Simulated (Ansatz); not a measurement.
# Optical response of Al

What colour and refractive index does Al have at this level of theory?

Calculated with Ansatz 0.2.0; DFT, PBE, plane-wave PAW, default files, scalar-relativistic, independent-particle optical response without local fields.

## (1) Starting point

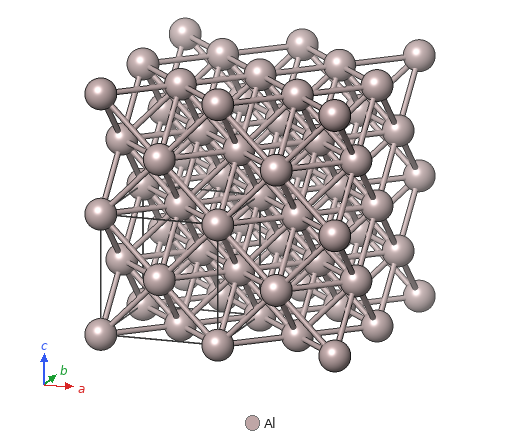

Start, viewed slightly off an axis; aluminium light grey. 2×2×2 cells are drawn. This picture shows the conventional cell, with its axes. Some periodic images of atoms are drawn too.

## (2) Ground state and bands

First the ground state: is it a metal or has it a gap?

This step: DFT, PBE, plane-wave PAW, default files, scalar-relativistic, ground state (Ansatz 0.2.0).

The input, input.yaml:

```yaml
crystal:
  lattice:
    - [0.0, 2.024805, 2.024805]
    - [2.024805, 0.0, 2.024805]
    - [2.024805, 2.024805, 0.0]
  atoms:
    - { symbol: Al, position: [0.0, 0.0, 0.0] }
kpoints:
  mp_grid: { grid: [9, 9, 9] }
  band_path:
    path:
      - [[0.0, 0.0, 0.0], [0.5, 0.0, 0.5], [0.5, 0.25, 0.75], [0.375, 0.375, 0.75], [0.0, 0.0, 0.0], [0.5, 0.5, 0.5], [0.625, 0.25, 0.625], [0.5, 0.25, 0.75], [0.5, 0.5, 0.5], [0.375, 0.375, 0.75]]
      - [[0.625, 0.25, 0.625], [0.5, 0.0, 0.5]]
    npoints: 6
scf:
  occupations: { method: fermi_dirac, width: 0.05 }
  n_extra_bands: 6
hamiltonian:
  xc: pbe
  pseudopotentials: { kind: paw }
output:
  forces: true
  stress: true
  populations: true
  write_bands: true
  write_density: true
  write_potential: true
  elf: true
  volumetric_format: npy
```

Run with:

```console
> ansatz run input.yaml --threads 4 --pin off --max-ram 8192MiB --backend cpu --events-out ev --progress --plain --runs-dir out
```

Numbers of over 12 decimals in the logs are rounded to 6 here.

The log of the run:

```text
scf.n_extra_bands = 6 over 2 filled bands (N_el = 3.0): the run solves 8 bands
Engine: ansatz 0.2.0, x86_64-unknown-linux-gnu
Pseudopotentials: kind: paw
Pseudopotential: Al, paw, valence charge 3, recommended cutoff 420 eV (normal), Al.paw.azcp
Functional definition: PBE
  parameter kappa = 0.804
  parameter beta = 0.066725
  exchange = pbe_x(kappa = kappa, mu = beta*pi^2/3)
  correlation = pbe_c(beta = beta)
Crystal: 1 atoms, lattice volume = 16.603 Å³
Basis set: ecut = 420 eV, 331 PW (Γ), exchange–correlation on 40×40×40 points (8 copies of the dense FFT grid, shifted against one another)
Bands: 8, of which v1, the nominal top of the filled ones, is band 2 counted from 1 (1 counted from 0)
Symmetry: 48 space group operations
Space group: Fm-3m (ITA 225), of the structure as read, at distance tolerance 2.6e-5 Å
k-points: 35 of 729
Non-local potential: Al, projectors of the file, l = 0: 2, l = 1: 2, l = 2: 1
PAW form: soft (Blöchl's): semilocal exchange-correlation on the pseudo side does not see the compensation charge
PAW one-centre angular grid: Al, 110 points (default); XC on 64 Gauss nodes
Initial density: superposition of atomic densities (neutral atoms: chi_scale 0, normalization atom), corrected by the library's trained network
Initial wavefunctions: pseudopotential atomic-orbital guess
Functional: x = pbe(κ = 0.804, μ = 0.219515), c = pbe(β = 0.066725)
SCF iter   1: F=—  HF=-537.474888 eV  |F-HF|=—  |Δ(HF+E_count)|=         —  Δρ=6.41e-4  dr2=4.75e-5  ethr=1.77e-3  ⟨swp⟩=4.8  Hψ=2160  notcnv=0
preconditioner: auto → none  [insulator: Δε(μ)=0.145 eV  Ē_g=16.387 eV  σ=0.050 eV  W_gap=0.57  n_scr=0 (ndim 8)  ℏωp=15.8 eV  f_vac=0.000  D(μ)=0.66/eV (n_scr^D=8)  ε∞_Penn≈1.9]
SCF iter   2: F=—  HF=-537.474923 eV  |F-HF|=—  |Δ(HF+E_count)|=   3.51e-5  Δρ=2.94e-4  dr2=8.19e-6  ethr=1.58e-6  ⟨swp⟩=1.7  Hψ=587  notcnv=0  defer=4
iter 3 did not close the SCF: its close was put off for the readings that it lacked (scf_convergence_deferred on its scf_iter line)
SCF iter   3: F=-537.474932 eV  HF=-537.474932 eV  |F-HF|=4.49e-8  |Δ(HF+E_count)|=   9.19e-6  Δρ=2.79e-5  dr2=9.15e-8  ethr=2.73e-7  ⟨swp⟩=1.0  Hψ=219  notcnv=0  defer=4
iter 4 did not close the SCF: its close was put off for the readings that it lacked (scf_convergence_deferred on its scf_iter line)
SCF iter   4: F=-537.474932 eV  HF=-537.474932 eV  |F-HF|=3.53e-10  |Δ(HF+E_count)|=   4.26e-8  Δρ=2.31e-6  dr2=1.00e-9  ethr=3.05e-9  ⟨swp⟩=1.0  Hψ=219  notcnv=0  defer=4
iter 5 did not close the SCF: its close was put off for the readings that it lacked (scf_convergence_deferred on its scf_iter line)
SCF iter   5: F=-537.474932 eV  HF=-537.474932 eV  |F-HF|=9.09e-13  |Δ(HF+E_count)|=  2.39e-10  Δρ=1.23e-7  dr2=2.61e-12  ethr=3.34e-11  ⟨swp⟩=1.3  Hψ=232  notcnv=0  defer=4
SCF iter   6: F=-537.474932 eV  HF=-537.474932 eV  |F-HF|=1.14e-13  |Δ(HF+E_count)|=  7.96e-13  Δρ=1.16e-8  dr2=2.19e-14  ethr=1.00e-12  ⟨swp⟩=5.4  Hψ=1215  notcnv=0
SCF 1 converged in 6 iterations: F = -537.474932 eV  dr2 = 2.19e-14
  greatest PAW one-centre occupation: 0.446 electrons in one spin orbital (limit 2), on the Al atom at site 0 (counted from 0), in its partial waves of l = 0
NSCF: frozen V_eff on 62 k-points
SCF converged after 6 iterations
Free energy (F): -537.474932 eV
Harris-Foulkes:  -537.474932 eV  (|F-HF|=1.14e-13)
Internal energy: -537.469812 eV  (E = F + TS)
E sigma→0 (E₀):  -537.472372 eV
Entropy (-TS):   -0.005120 eV (-5.120 meV/atom)
Fermi energy:    7.850886 eV
--- Per-component energies (eV) ---
  E_band       = 10.461035
  E_kinetic    = 22.710968
  E_local      = 9.785943  (includes V_loc(G=0)·N_el)
  E_nonlocal   = 10.311504
  E_hartree    = 0.105008
  E_xc         = -39.691841
  E_vxc        = -28.904544  (∫ρ·V_xc dr)
  E_paw        = -467.328340  (= ΣΔE_a)
  E_vpaw       = -3.652849  (= ΣTr[D̂ρ^β])
  E_aug_tail   = -0.000002  (compensation charges beyond the density's cutoff)
  E_ewald      = -73.363052
  E_smearing   = -0.005120  (= −TS)
  E_closure    = 0.000000  (closes the sum)
  Σ components = -537.474932   (vs F -537.474932, Δ=0.00e0)
--- Forces (eV/Å), atoms counted from 1 ---
  atom   1  Al    -0.00000000    -0.00000000     0.00000000
  max |Σ_I F_I| component: 8.22e-33 eV/Å
--- Stress (GPa, compression-positive) ---
       -0.183565      -0.000000       0.000000
       -0.000000      -0.183565       0.000000
        0.000000       0.000000      -0.183565
  P = ⅓ Tr σ = -0.1836 GPa (-1.836 kbar)
--- Band table (eV; the first three rows and the last of 35) ---
  k-point 0: bands = ["-3.2039", "20.3689", "20.3689", "20.3689", "21.9156", "21.9156", "21.9156", "24.3371"]
  k-point 1: bands = ["-2.8701", "16.6989", "19.5783", "19.5783", "22.5513", "23.1879", "23.1879", "25.5919"]
  k-point 2: bands = ["-1.8735", "12.3348", "18.8223", "18.8223", "22.2197", "22.9992", "22.9992", "25.9122"]
  k-point 34: bands = ["5.3816", "7.6313", "8.8808", "9.7006", "22.3464", "23.3970", "24.3262", "27.6172"]
--- Löwdin populations: 1 site ---
  site symbol       q [e]
     0     Al      2.9566
  spilling = 0.014472 (of n_electrons = 3.000000)
```

It took 1.6 s on 4 threads of Intel Xeon Platinum 8375C at 2.90GHz (Ice Lake), shared host; peak memory 0.32 GiB; 1.9 s of CPU time.

This step gave:

- free energy: -537.4749 eV
- Fermi energy: 7.851 eV
- electrons: 3
- symmetry operations: 48
- pressure: -0.1836 GPa
- volume: 16.60 Å³
- gap on the path: 0 eV

There are states at the Fermi level within the smearing, so the occupations stay smeared and the carriers get a Drude term. The cell is left with a pressure of -0.2 GPa, as it stands unrelaxed at this level.

Electronic bands along the path, in eV, zero at the Fermi level; # counts the bands kept:

| point | #1 | #2 | #3 | #4 | #5 | #6 |
| --- | --- | --- | --- | --- | --- | --- |
| Γ | -11.05 | 12.52 | 12.52 | 12.52 | 14.06 | 14.06 |
| X | -2.87 | -1.57 | 5.25 | 5.60 | 5.60 | 9.02 |
| W | -0.81 | -0.81 | 0.20 | 1.10 | 15.72 | 15.72 |
| K | -1.84 | -1.32 | -0.38 | 6.56 | 8.17 | 15.59 |
| Γ | -11.05 | 12.52 | 12.52 | 12.52 | 14.06 | 14.06 |
| L | -4.53 | -4.34 | 11.38 | 11.38 | 11.38 | 11.38 |
| U | -1.84 | -1.32 | -0.38 | 6.56 | 8.17 | 15.59 |
| W | -0.81 | -0.81 | 0.20 | 1.10 | 15.72 | 15.72 |
| L | -4.53 | -4.34 | 11.38 | 11.38 | 11.38 | 11.38 |
| K | -1.84 | -1.32 | -0.38 | 6.56 | 8.17 | 15.59 |
| jump to U | -1.84 | -1.32 | -0.38 | 6.56 | 8.17 | 15.59 |
| X | -2.87 | -1.57 | 5.25 | 5.60 | 5.60 | 9.02 |

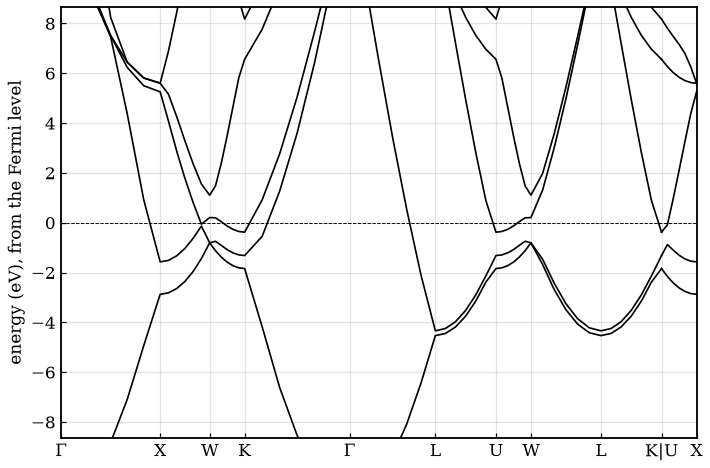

Electronic bands along the path.

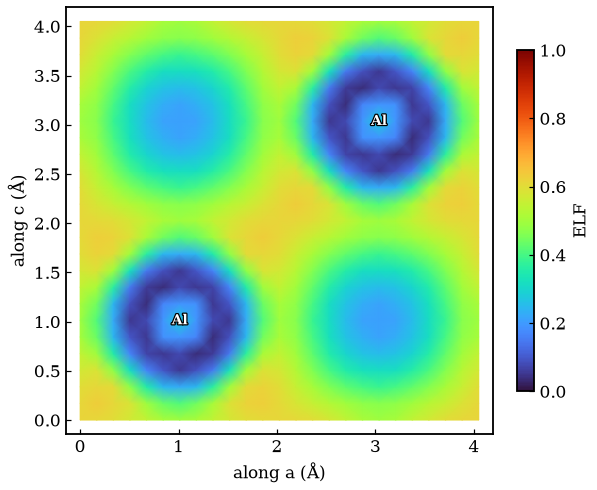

ELF in the ac plane of the conventional cell at fractional y = 0.000, with atoms of Al within 0.2 Å of it. It is the smooth field of the valence electrons, not physical close to the nuclei. The map starts off the cell's origin, so that atoms lie inside it.

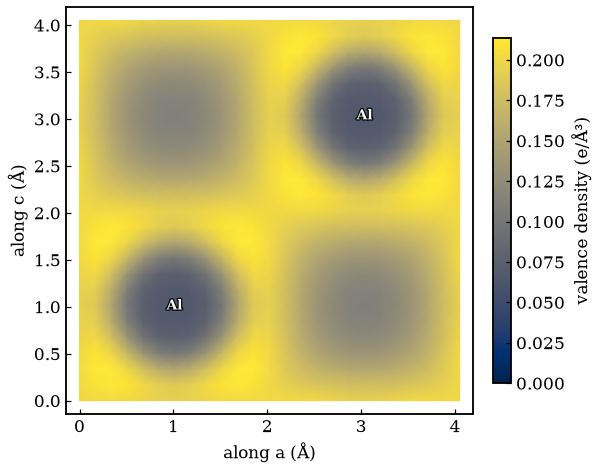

Valence density in the ac plane of the conventional cell at fractional y = 0.000, with atoms of Al within 0.2 Å of it. It is the smooth field of the valence electrons, not physical close to the nuclei. The map starts off the cell's origin, so that atoms lie inside it.

## (3) Spectrum

The spectrum is a sum over vertical transitions between filled and empty bands at the fixed density, so many empty bands are needed.

This step: DFT, PBE, plane-wave PAW, default files, scalar-relativistic, independent-particle optical response without local fields (Ansatz 0.2.0).

input.yaml, the sections that differ from step 2:

```yaml
kpoints:
  mp_grid: { grid: [12, 12, 12] }
scf:
  occupations: { method: fermi_dirac, width: 0.05 }
output:
  optics:
    e_range: [0, 20]
    de: 0.05
    sigma: 0.1
    drude_damping: 0.1
    nscf_kmesh: { grid: [14, 14, 14] }
    bands: { spectra_wanted_up_to: 20 }
# crystal, hamiltonian: as in step 2
```

The log of the run:

```text
[...]
Crystal: 1 atoms, lattice volume = 16.603 Å³
Basis set: ecut = 420 eV, 331 PW (Γ)
Bands: 6, of which v1, the nominal top of the filled ones, is band 2 counted from 1 (1 counted from 0)
[... 1 set-up line as in the run before ...]
[...]
k-points: 72 of 1728
[...]
SCF iter   1: F=—  HF=-537.511524 eV  |F-HF|=—  |Δ(HF+E_count)|=         —  Δρ=5.24e-4  dr2=2.42e-5  ethr=1.77e-3  ⟨swp⟩=4.7  Hψ=3732  notcnv=0
[...]
SCF iter   6: F=-537.511544 eV  HF=-537.511544 eV  |F-HF|=1.14e-13  |Δ(HF+E_count)|=  5.68e-13  Δρ=5.52e-9  dr2=2.94e-15  ethr=1.00e-12  ⟨swp⟩=1.9  Hψ=1393  notcnv=0
SCF 1 converged in 6 iterations: F = -537.511544 eV  dr2 = 2.94e-15
[...]
NSCF: frozen V_eff on 104 k-points
output.optics: what the bands over the 12 summed would add to eps1, eps2 and the energy-loss function is held between a lower and an upper bound (8 Lanczos steps). eps1, eps2 and their loss function (loss_summed_bands) are given on every row as the summed bands alone make them. Along an axis, on a row where the two bounds hold the loss function to about 1 % of the greater of itself and 0.5 % of |1/eps|, its cell (loss_completed) is given, with the completed eps1 and eps2 that it is formed of (a cell that is left empty reads nan in the table and null in the record). The two bounds hold it so along every axis on all 400 rows up to 20.000 eV. [rest of the remark cut]
SCF converged after 6 iterations
Free energy (F): -537.511544 eV
[...]
Internal energy: -537.508503 eV  (E = F + TS)
E sigma→0 (E₀):  -537.510024 eV
Entropy (-TS):   -0.003041 eV (-3.041 meV/atom)
Fermi energy:    7.753063 eV
[...]
--- Band table (eV; the first three rows and the last of 72) ---
[...]
```

Wall time 4.3 s (4 threads); peak memory 0.66 GiB; 15 s of CPU time.

Read-outs, printed or worked out from the files:

```
main peak of the optical conductivity above 1 eV, first axis : 1.497 eV
centre of weight of the strongest loss peak in the window    : 15.21 eV
Drude plasma energy, first axis                              : 12.46 eV
bands summed                                                 : 12
spectra valid up to                                          : 30.15 eV
program's estimate of the k-sum error in Im epsilon          : 1.2 %
electrons in the f-sum                                       : 2.829
```

The Im ε, any direction has structure finer than the step of the table below, so its rows give means over 1 eV, whole bins alone (the curve runs from 0.3 to 20 eV). Peaks (eV: height): 1.5: 81.3.

The Im ε, any direction by photon energy; means over each step:

| photon energy (eV) | Im ε, any direction |
| --- | --- |
| 1 | 57.0 |
| 2 | 27.1 |
| 3 | 5.25 |
| 4 | 2.01 |
| 5 | 0.951 |
| 6 | 0.515 |
| 7 | 0.302 |
| 8 | 0.187 |
| 9 | 0.128 |
| 10 | 0.0925 |
| 11 | 0.0701 |
| 12 | 0.0547 |

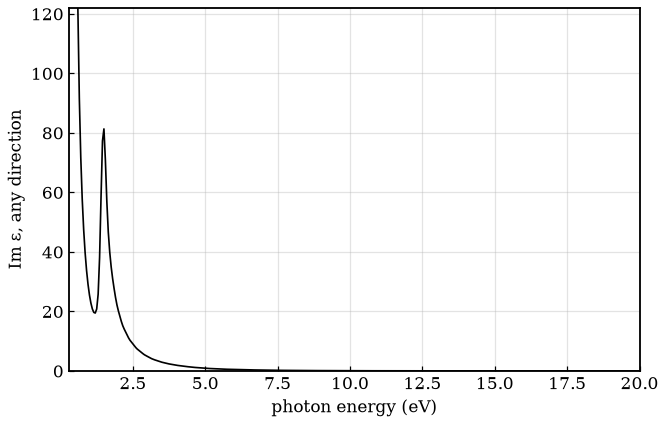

Im ε, any direction against photon energy. Below 1 eV the curve runs off the scale.

Table of Re ε, any direction by photon energy:

| photon energy (eV) | Re ε, any direction |
| --- | --- |
| 2 | -56.5 |
| 4 | -13.8 |
| 6 | -5.57 |
| 8 | -2.67 |
| 10 | -1.34 |
| 12 | -0.615 |
| 14 | -0.181 |
| 16 | 0.0967 |
| 18 | 0.288 |
| 20 | 0.425 |

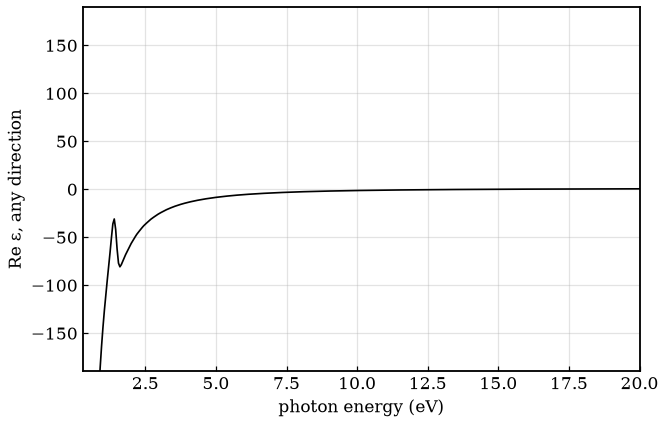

Re ε, any direction against photon energy. Below 1 eV the curve runs off the scale.

Values under 1 per cm are given as 1. Absorption coefficient, any direction against photon energy:

| photon energy (eV) | absorption coefficient, any direction (1/cm) |
| --- | --- |
| 2 | 1.5e6 |
| 4 | 1.5e6 |
| 6 | 1.4e6 |
| 8 | 1.3e6 |
| 10 | 1.2e6 |
| 12 | 9.6e5 |
| 14 | 6.1e5 |
| 16 | 73013 |
| 18 | 37116 |
| 20 | 27356 |

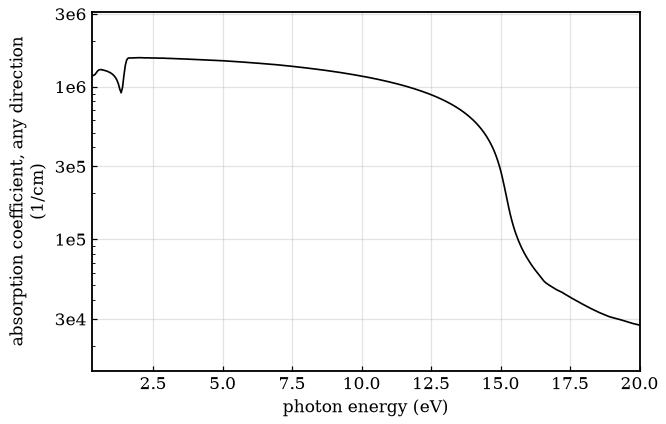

Absorption coefficient, any direction against photon energy.

The refractive index n and extinction k by photon energy:

| photon energy (eV) | n | k |
| --- | --- | --- |
| 1 | 1.06 | 12.0 |
| 2 | 1.32 | 7.63 |
| 3 | 0.487 | 5.04 |
| 4 | 0.261 | 3.72 |
| 5 | 0.160 | 2.92 |
| 6 | 0.107 | 2.36 |
| 7 | 0.0761 | 1.96 |
| 8 | 0.0567 | 1.64 |
| 9 | 0.0462 | 1.38 |
| 10 | 0.0397 | 1.16 |
| 11 | 0.0362 | 0.963 |
| 12 | 0.0347 | 0.785 |
| 13 | 0.0354 | 0.612 |
| 14 | 0.0418 | 0.428 |
| 15 | 0.0865 | 0.186 |
| 16 | 0.314 | 0.0450 |
| 17 | 0.450 | 0.0272 |
| 18 | 0.537 | 0.0203 |
| 19 | 0.602 | 0.0160 |
| 20 | 0.652 | 0.0135 |

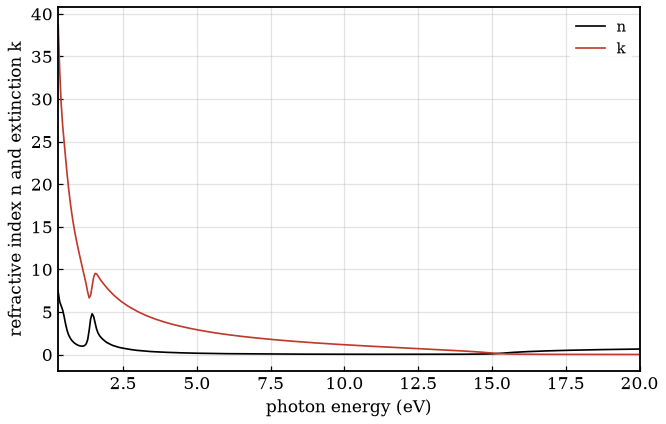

Refractive index n and extinction k, plotted against photon energy.

The loss function −Im 1/ε at q → 0, any direction has structure finer than the step of the table below, so its rows give means over 1 eV, whole bins alone (the curve runs from 0.3 to 20 eV). Peaks (eV: height): 15.2: 31.6.

Loss function −Im 1/ε at q → 0, any direction against energy loss; means over each step:

| energy loss (eV) | loss function −Im 1/ε at q → 0, any direction |
| --- | --- |
| 1 | 0.00347 |
| 2 | 0.00587 |
| 3 | 0.00746 |
| 4 | 0.0101 |
| 5 | 0.0128 |
| 6 | 0.0162 |
| 7 | 0.0203 |
| 8 | 0.0260 |
| 9 | 0.0356 |
| 10 | 0.0519 |
| 11 | 0.0822 |
| 12 | 0.147 |
| 13 | 0.324 |
| 14 | 1.27 |
| 15 | 16.1 |
| 16 | 3.97 |
| 17 | 0.638 |
| 18 | 0.270 |
| 19 | 0.149 |

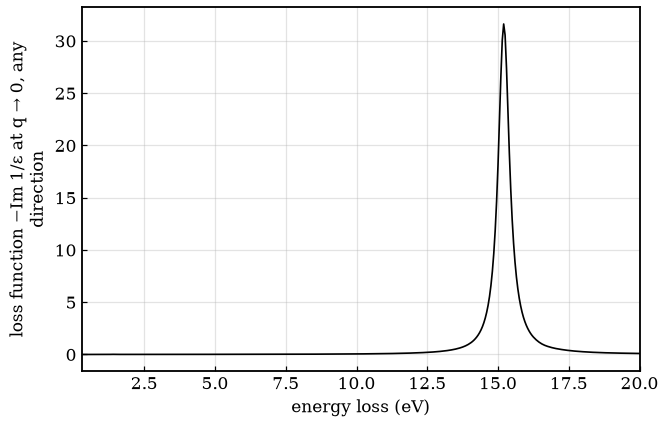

Loss function −Im 1/ε at q → 0, any direction, plotted against energy loss.

Optical constants at common wavelengths, from n + ik = √ε:

| wavelength (nm) | n | k | R (%) | 1/α |
| --- | --- | --- | --- | --- |
| 1550 | 1.52 | 15.667 | 97.6 | 7.9 nm |
| 1064 | 1.02 | 9.586 | 95.7 | 8.8 nm |
| 633 | 1.40 | 7.796 | 91.6 | 6.5 nm |
| 532 | 0.88 | 6.540 | 92.4 | 6.5 nm |
| 450 | 0.60 | 5.506 | 92.7 | 6.5 nm |
| 365 | 0.37 | 4.426 | 93.2 | 6.6 nm |
| 193 | 0.09 | 2.177 | 93.7 | 7.1 nm |

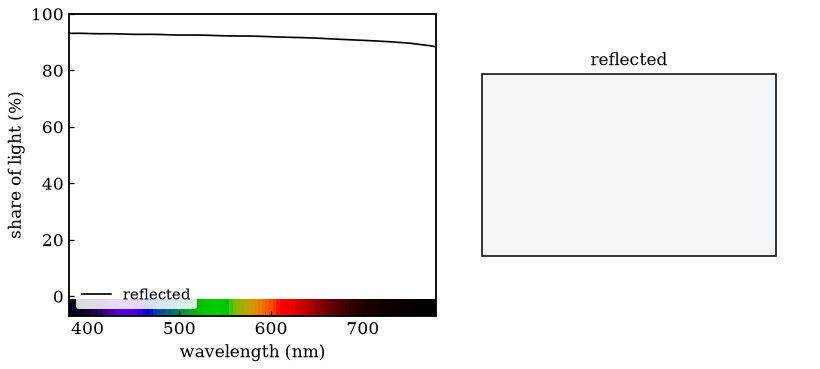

Light reflected across the visible range, with the colour that it makes of daylight (sRGB).

A polished face would reflect 92 % of daylight and look near white (CIE x = 0.312, y = 0.329 under D65).

## (4) Results

```
gap on the path                                                       : 0 eV
main peak of the optical conductivity above 1 eV, first axis          : 1.50 eV
Drude plasma energy, first axis                                       : 12.5 eV
centre of weight of the strongest loss peak in the window, first axis : 15.2 eV
```

What this shows: At this level (PBE, independent particles) Al is a metal with a Drude plasma energy of 12.5 eV; it reflects 92 % at 550 nm. Along x the bare Drude plasma energy is 12.5 eV; Re ε first rises through zero at 15.20 eV, higher, since interband strength adds to the carriers'. The strongest loss structure up to 20 eV has its centre of weight at 15.2 eV; a free-electron gas of the 2.8 electrons in the f-sum would put its plasmon at 15.3 eV. A polished face would reflect 92 % of daylight and look near white (CIE x = 0.312, y = 0.329 under D65). In the base run ε includes the program's bounded estimate of what the bands above those summed add. The carriers' damping of 0.1 eV is typed, not computed; at 0.8 eV the carriers give 63 % of Im ε along the first axis; the rest comes from the sum over bands, which at low energy also holds close bands and the noise of the mesh. The Fermi-Dirac width of 0.05 eV acts as an electron temperature of 580 K in the carriers' term.

[Logs are printed without paths, hosts, clocks, repeated set-up lines and the standing remarks that a program may print on its own settings, such as how far it seeks lower states.]

[Hosts, paths, dates, database ids (printed as entryN), source tags and the programs' standing remarks are cut or masked in the printed files.]
